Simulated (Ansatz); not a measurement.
# Two runs on C$_{4}$H$_{6}$O

System: C$_{4}$H$_{6}$O.
Method of run A: RKS PBE-D4/def2-TZVPP (Ansatz 0.2.0).

The geometry comes from this level: PBE0-D4/def2-TZVP. Text and figures count atoms from 1; the logs count them from 0 in places.

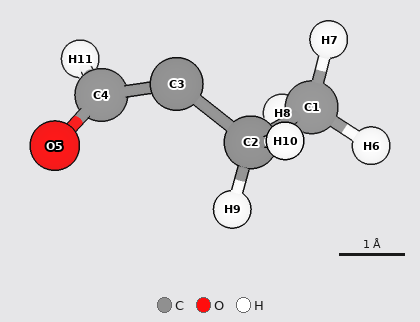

**Figure 1.** The structure as given in the input (ball-and-stick view, seen at a tilt; atoms are numbered from 1 in the order of the input). Bond lengths as drawn: C–C 1.38 to 1.55 Å, C–H 1.09 to 1.10 Å and C–O 1.24 Å.

## The input, run A
```yaml
crystal:
  periodic: [false, false, false]
  atoms:
    - {symbol: C, position_ang: [-0.924953, 0.536365, 0.927500]}
    - {symbol: C, position_ang: [0.200725, 0.818357, -0.096739]}
    - {symbol: C, position_ang: [1.024887, -0.376527, -0.059209]}
    - {symbol: C, position_ang: [0.898584, -1.484853, -0.871138]}
    - {symbol: O, position_ang: [1.462479, -1.209181, -1.942131]}
    - {symbol: H, position_ang: [-1.547701, 1.428326, 1.003701]}
    - {symbol: H, position_ang: [-0.519601, 0.316700, 1.915778]}
    - {symbol: H, position_ang: [-1.552609, -0.297878, 0.611380]}
    - {symbol: H, position_ang: [-0.244754, 0.982083, -1.085710]}
    - {symbol: H, position_ang: [0.742659, 1.713596, 0.215310]}
    - {symbol: H, position_ang: [0.525685, -2.483788, -0.598142]}
basis:
  gaussian: {orbitals: def2-TZVPP}
hamiltonian: {xc: pbe, dispersion: d4}
output: {forces: true, orbitals: {seedname: orbitals}}
```

Command:
```bash
ansatz run in.yaml --threads 4 --pin off --events-out ev --progress --plain --max-ram 10444MiB
```

Hardware: 4 threads of Arm Neoverse V2, 23 GiB of memory available, shared host.

## Output (run A)
```
Functional definition: PBE
  parameter kappa = 0.804
  parameter beta = 0.06672455060314922
  exchange = pbe_x(kappa = kappa, mu = beta*pi^2/3)
  correlation = pbe_c(beta = beta)
1225 factors; their error is unknown
mean field evaluation 1: about -6271.5397 eV, gradient 7.4e1 eV
mean field evaluation 2: about -6240.4447 eV, gradient 1.4e2 eV
mean field evaluation 4: about -6283.5481 eV, gradient 1.1e1 eV
mean field evaluation 8: about -6283.8369 eV, gradient 1.6e-1 eV
mean field evaluation 16: about -6283.7964 eV, gradient 6.5e-4 eV
mean field -6283.79633902 eV, -230.9252561489 hartree, gradient 1.3e-5 eV, S^2 0.000000; 0 other end points of the search recorded, 0 dependent functions left out
the calculation of the forces begins
reference -6283.79638041 eV, -230.9252576698 hartree; 19, 19 occupied and 220, 220 virtual orbitals, 1225 factors
Total energy: -6283.98184096 eV, -230.9320732195 hartree
Atom 0 at    -0.924953     0.536365     0.927500 Å, force    -0.065787    -0.011237     0.042056 eV/Å
Atom 1 at     0.200725     0.818357    -0.096739 Å, force     0.170910     0.007927     0.036956 eV/Å
Atom 2 at     1.024887    -0.376527    -0.059209 Å, force     0.079721     0.011623    -0.132487 eV/Å
Atom 3 at     0.898584    -1.484853    -0.871138 Å, force    -0.617171    -0.451434     1.163318 eV/Å
Atom 4 at     1.462479    -1.209181    -1.942131 Å, force     0.683158     0.445227    -1.172514 eV/Å
Atom 5 at    -1.547701     1.428326     1.003701 Å, force    -0.130967     0.192681     0.024892 eV/Å
Atom 6 at    -0.519601     0.316700     1.915778 Å, force     0.073475    -0.045295     0.194358 eV/Å
Atom 7 at    -1.552609    -0.297878     0.611380 Å, force    -0.118550    -0.165879    -0.057408 eV/Å
Atom 8 at    -0.244754     0.982083    -1.085710 Å, force    -0.092597     0.038148    -0.202863 eV/Å
Atom 9 at     0.742659     1.713596     0.215310 Å, force     0.090742     0.233510     0.055488 eV/Å
Atom 10 at     0.525685    -2.483788    -0.598142 Å, force    -0.072934    -0.255270     0.048204 eV/Å
Dipole moment:    -0.592152     0.164934     0.392237 e Å
```

For run B the input was changed thus:
```diff
-hamiltonian: {xc: pbe, dispersion: d4}
+hamiltonian: {xc: {name: B3LYP}, dispersion: d4}
```

What does this change do to the results?

The total energies belong to different models, so their difference says nothing on which is more stable or more accurate. The largest force goes from 1.428 to 0.391 eV/Å. The HOMO goes from −5.25 to −6.34 eV. The LUMO goes from −3.63 to −2.79 eV. The dipole moment goes from 3.50 to 3.75 D.

## Output (run B)
```
Functional definition: B3LYP
  parameter a0 = 0.2
  parameter ax = 0.72
  parameter ac = 0.81
  exchange = (1 - a0 - ax)*slater_x + ax*b88_x + a0*exact_x
  correlation = (1 - ac)*vwn_rpa_c + ac*lyp_c
1225 factors; their error is unknown
mean field evaluation 1: about -6282.3039 eV, gradient 6.7e1 eV
mean field evaluation 2: about -6263.7805 eV, gradient 1.2e2 eV
mean field evaluation 4: about -6291.7100 eV, gradient 5.3e0 eV
mean field evaluation 8: about -6291.7714 eV, gradient 2.9e-1 eV
mean field evaluation 16: about -6291.7541 eV, gradient 1.0e-3 eV
mean field -6291.75407046 eV, -231.2176973853 hartree, gradient 6.0e-5 eV, S^2 0.000000; 0 other end points of the search recorded, 0 dependent functions left out
the calculation of the forces begins
reference -6291.75434183 eV, -231.2177073581 hartree; 19, 19 occupied and 220, 220 virtual orbitals, 1225 factors
Total energy: -6292.04964880 eV, -231.2285596891 hartree
Atom 0 at    -0.924953     0.536365     0.927500 Å, force    -0.219076     0.003403     0.176799 eV/Å
Atom 1 at     0.200725     0.818357    -0.096739 Å, force     0.078378     0.135762    -0.130163 eV/Å
Atom 2 at     1.024887    -0.376527    -0.059209 Å, force     0.089183    -0.046726     0.096520 eV/Å
Atom 3 at     0.898584    -1.484853    -0.871138 Å, force    -0.113851    -0.119141     0.237028 eV/Å
Atom 4 at     1.462479    -1.209181    -1.942131 Å, force     0.145916    -0.012228    -0.362727 eV/Å
Atom 5 at    -1.547701     1.428326     1.003701 Å, force     0.017128    -0.051033     0.009547 eV/Å
Atom 6 at    -0.519601     0.316700     1.915778 Å, force    -0.034119     0.011967    -0.049835 eV/Å
Atom 7 at    -1.552609    -0.297878     0.611380 Å, force     0.025183     0.043911     0.024449 eV/Å
Atom 8 at    -0.244754     0.982083    -1.085710 Å, force     0.031083     0.016467     0.049776 eV/Å
Atom 9 at     0.742659     1.713596     0.215310 Å, force    -0.033156    -0.039922    -0.035198 eV/Å
Atom 10 at     0.525685    -2.483788    -0.598142 Å, force     0.013331     0.057540    -0.016196 eV/Å
Dipole moment:    -0.623254     0.158468     0.442215 e Å
```

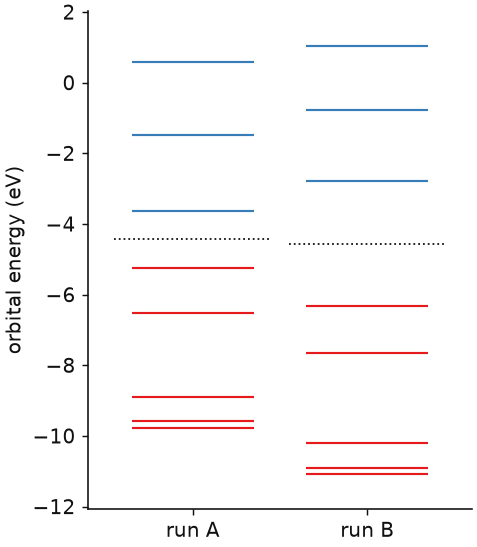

**Figure 2.** The five highest filled and three lowest empty orbital energies of the two runs; the dotted lines part filled from empty levels. The HOMO–LUMO gap is 1.62 eV in run A and 3.55 eV in run B.

## The two runs side by side

```csv
quantity,run A,run B
outcome,converged,converged
total energy (hartree),−230.932073,−231.228560
HOMO (eV),−5.25,−6.34
LUMO (eV),−3.63,−2.79
dipole moment (D),3.50,3.75
largest force (eV/Å),1.428,0.391
basis functions,239,239
wall time (shared host),2.4 s,3.1 s
```
